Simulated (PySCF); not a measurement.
Geometry relaxation, with input and output: Si3H6F

- system: Si3H6F, multiplicity 2
- method: PBE0-D3(BJ)/def2-SVP geometry optimisation, gas phase (PySCF 2.14.0)

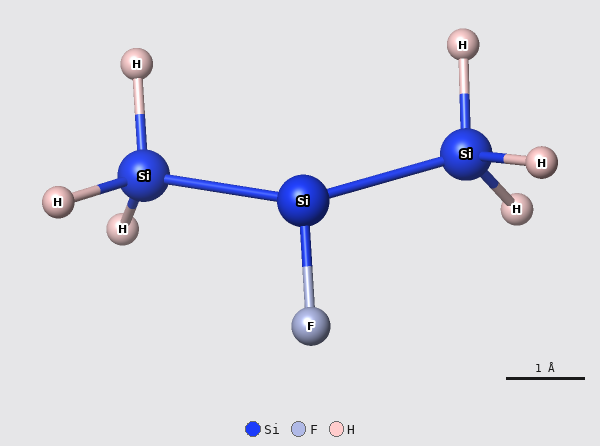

Figure 1. The starting structure (ball-and-stick view, seen at a tilt).

**Input**
```
{"job": {"xc": "PBE0", "basis": "def2-SVP", "d3": "d3bj", "grid": 2, "kind": "geom", "shake": 0.01}, "charge": 0, "multiplicity": 2}
Si     0.038350    -0.234626     0.801856
Si    -2.103601     0.084657    -0.069874
Si     2.067528     0.198376    -0.140182
F      0.100088    -1.823808     1.144011
H     -2.174664     1.485958    -0.503446
H     -2.537815    -0.705554    -1.225506
H     -3.108270    -0.120239     0.967820
H      3.151994     0.155374     0.889983
H      2.570024    -0.634759    -1.217281
H      2.037918     1.569038    -0.645908
```

The first line tells a small driver script what to run in PySCF; the rest is the geometry in Å.

Launched with:
```bash
OMP_NUM_THREADS=1 python <driver script> task.json out
```

**What the program printed**
```
step   0  E = -971.10215841  max force = 0.013714
step   1  E = -971.10887093  max force = 0.007734
step   2  E = -971.10999609  max force = 0.004003
step   3  E = -971.11038410  max force = 0.001001
step   4  E = -971.11055228  max force = 0.001895
step   5  E = -971.11067799  max force = 0.001414
step   6  E = -971.11069900  max force = 0.000534
step   7  E = -971.11070322  max force = 0.000182
optimisation converged
```

**Trajectory as extended XYZ (Å, eV, eV/Å), 8 frames, from step=0 to step=7**
```
10
Properties=species:S:1:pos:R:3:forces:R:3 step=0 energy=-26425.03570
Si    0.0384   -0.2346    0.8019   -0.5609  -0.0953   0.1372
Si   -2.1036    0.0847   -0.0699    0.3415   0.3854  -0.2072
Si    2.0675    0.1984   -0.1402    0.7052   0.5022   0.3281
F     0.1001   -1.8238    1.1440    0.0103  -0.6984   0.3792
H    -2.1747    1.4860   -0.5034   -0.0081   0.5790  -0.0875
H    -2.5378   -0.7056   -1.2255    0.0828  -0.5063  -0.4556
H    -3.1083   -0.1202    0.9678   -0.3421  -0.1307   0.6272
H     3.1520    0.1554    0.8900   -0.1527  -0.0435   0.1962
H     2.5700   -0.6348   -1.2173   -0.0011  -0.6885  -0.6916
H     2.0379    1.5690   -0.6459   -0.0749   0.6961  -0.2260
10
Properties=species:S:1:pos:R:3:forces:R:3 step=1 energy=-26425.21835
Si    0.0332   -0.2813    0.8784   -0.2364  -0.3977   0.1196
Si   -2.0612    0.1061   -0.0820    0.0348   0.2098  -0.1099
Si    2.0389    0.2217   -0.1517    0.3941   0.2751   0.0198
F     0.0939   -1.8874    1.2395   -0.0136   0.0606   0.1048
H    -2.1077    1.5340   -0.5008    0.0217   0.1560   0.0011
H    -2.3928   -0.7199   -1.2744    0.0683  -0.1749  -0.0972
H    -3.1025   -0.1189    0.9507   -0.1152  -0.0585   0.1560
H     3.1300    0.1602    0.8680   -0.0242  -0.0354   0.0583
H     2.4383   -0.6599   -1.2748   -0.0684  -0.2186  -0.1932
H     1.9714    1.6198   -0.6514   -0.0610   0.1835  -0.0594
10
Properties=species:S:1:pos:R:3:forces:R:3 step=2 energy=-26425.24897
Si    0.0275   -0.2985    0.8983   -0.0554  -0.2058   0.0823
Si   -2.0523    0.1159   -0.0884   -0.0378   0.1062  -0.0745
Si    2.0395    0.2317   -0.1552    0.1616   0.1319  -0.0699
F     0.0830   -1.8973    1.2881   -0.0128   0.0784   0.0389
H    -2.0849    1.5555   -0.4979    0.0130  -0.0171   0.0238
H    -2.3389   -0.7310   -1.2888    0.0398  -0.0278   0.0135
H    -3.1126   -0.1263    0.9367    0.0013  -0.0083  -0.0102
H     3.1389    0.1499    0.8563   -0.0217  -0.0143  -0.0088
H     2.3894   -0.6680   -1.2986   -0.0608  -0.0221  -0.0045
H     1.9519    1.6424   -0.6490   -0.0272  -0.0210   0.0093
10
Properties=species:S:1:pos:R:3:forces:R:3 step=3 energy=-26425.25953
Si    0.0250   -0.3127    0.9333    0.0397  -0.0216   0.0515
Si   -2.0322    0.1241   -0.0951   -0.0046  -0.0094  -0.0181
Si    2.0283    0.2373   -0.1565   -0.0427  -0.0101  -0.0377
F     0.0735   -1.9035    1.3460   -0.0074   0.0353   0.0035
H    -2.0442    1.5665   -0.4943    0.0044  -0.0264   0.0055
H    -2.2680   -0.7321   -1.3018    0.0012   0.0239   0.0145
H    -3.1205   -0.1278    0.9000    0.0092   0.0100  -0.0419
H     3.1503    0.1383    0.8257    0.0123  -0.0004  -0.0225
H     2.3160   -0.6661   -1.3178   -0.0092   0.0346   0.0297
H     1.9134    1.6506   -0.6380   -0.0029  -0.0359   0.0156
10
Properties=species:S:1:pos:R:3:forces:R:3 step=4 energy=-26425.26411
Si    0.0250   -0.3187    0.9715    0.0518   0.0535   0.0232
Si   -2.0106    0.1270   -0.0990    0.0124  -0.0452   0.0077
Si    2.0110    0.2359   -0.1551   -0.0974  -0.0558  -0.0010
F     0.0678   -1.9051    1.3945   -0.0017  -0.0015  -0.0007
H    -2.0032    1.5698   -0.4925    0.0008  -0.0101  -0.0058
H    -2.2083   -0.7274   -1.3133   -0.0101   0.0281   0.0023
H    -3.1298   -0.1250    0.8600    0.0025   0.0108  -0.0318
H     3.1625    0.1278    0.7903    0.0193   0.0033  -0.0215
H     2.2518   -0.6604   -1.3314    0.0157   0.0311   0.0181
H     1.8754    1.6505   -0.6234    0.0068  -0.0142   0.0095
10
Properties=species:S:1:pos:R:3:forces:R:3 step=5 energy=-26425.26753
Si    0.0256   -0.3194    1.0228    0.0269   0.0645  -0.0136
Si   -1.9820    0.1278   -0.1025    0.0115  -0.0363   0.0187
Si    1.9845    0.2294   -0.1517   -0.0727  -0.0489   0.0229
F     0.0620   -1.9024    1.4544    0.0037  -0.0221   0.0062
H    -1.9517    1.5708   -0.4923   -0.0010   0.0050  -0.0095
H    -2.1359   -0.7186   -1.3278   -0.0068   0.0139  -0.0072
H    -3.1420   -0.1197    0.8059   -0.0044   0.0050  -0.0085
H     3.1761    0.1115    0.7407    0.0138   0.0017  -0.0095
H     2.1744   -0.6521   -1.3468    0.0193   0.0096  -0.0017
H     1.8306    1.6471   -0.6012    0.0096   0.0075   0.0022
10
Properties=species:S:1:pos:R:3:forces:R:3 step=6 energy=-26425.26810
Si    0.0254   -0.3155    1.0364    0.0034   0.0274  -0.0164
Si   -1.9754    0.1274   -0.1033    0.0023  -0.0118   0.0091
Si    1.9765    0.2247   -0.1500   -0.0223  -0.0185   0.0117
F     0.0604   -1.8978    1.4719    0.0034  -0.0093   0.0086
H    -1.9403    1.5702   -0.4949   -0.0004   0.0037  -0.0042
H    -2.1193   -0.7152   -1.3323   -0.0004   0.0032  -0.0045
H    -3.1468   -0.1172    0.7907   -0.0023   0.0011  -0.0001
H     3.1793    0.1027    0.7271    0.0039  -0.0018  -0.0012
H     2.1574   -0.6499   -1.3511    0.0070   0.0006  -0.0042
H     1.8244    1.6450   -0.5930    0.0052   0.0053   0.0013
10
Properties=species:S:1:pos:R:3:forces:R:3 step=7 energy=-26425.26821
Si    0.0245   -0.3114    1.0372   -0.0065   0.0032  -0.0093
Si   -1.9759    0.1277   -0.1043   -0.0025   0.0007   0.0003
Si    1.9757    0.2216   -0.1492    0.0061  -0.0011   0.0005
F     0.0591   -1.8928    1.4776    0.0019   0.0021   0.0066
H    -1.9410    1.5701   -0.4984    0.0002   0.0009  -0.0002
H    -2.1190   -0.7144   -1.3338    0.0019  -0.0010  -0.0011
H    -3.1489   -0.1154    0.7880    0.0003  -0.0004   0.0016
H     3.1793    0.0953    0.7265   -0.0019  -0.0038   0.0025
H     2.1575   -0.6502   -1.3525   -0.0013  -0.0012  -0.0022
H     1.8302    1.6438   -0.5895    0.0017   0.0006   0.0013
```

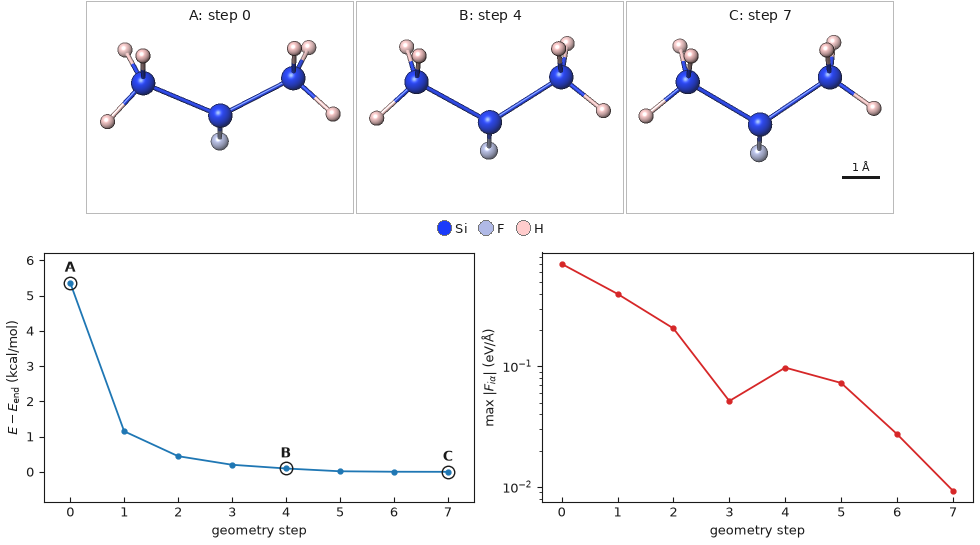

Figure 2. Frames of the relaxation (ball-and-stick view, seen at a tilt) above the curves, on which the letters mark them (steps are counted from 0).

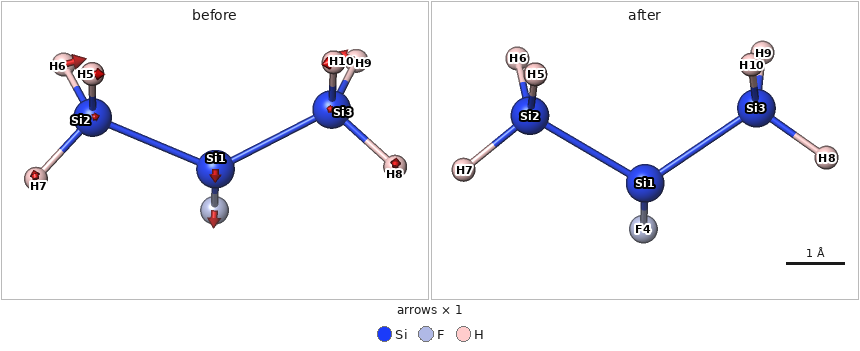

Figure 3. Before (left) and after (right) the relaxation, at one scale (ball-and-stick view, seen at a tilt). The red arrows give the displacements, at true length. After 7 geometry steps the energy has fallen by 5.36 kcal/mol. The largest force component goes from 0.71 to 0.0093 eV/Å. The atom that moves furthest after the best rigid fit is H9 (0.44 Å). By element the largest moves are H 0.44 Å, F 0.33 Å, Si 0.25 Å. Among the contacts that change: Si1–Si3 2.279 → 2.345 Å, Si3–H9 1.451 → 1.497 Å, Si2–H7 1.459 → 1.494 Å, Si3–H10 1.461 → 1.496 Å. Among the angles that change: Si2–Si1–Si3 129.5° → 114.9°, Si1–Si3–H9 120.4° → 112.0°, Si3–Si1–F4 103.8° → 109.7°. (Atoms are counted from 1 in the order of the input.)

**Summary**

```csv
quantity,value
outcome,converged
total energy,−971.110703 hartree
⟨S²⟩,0.753
dipole moment,1.23 D
point group,C1
hardware,"1 CPU thread, shared host"
wall time,56 s
peak memory,0.49 GiB
```
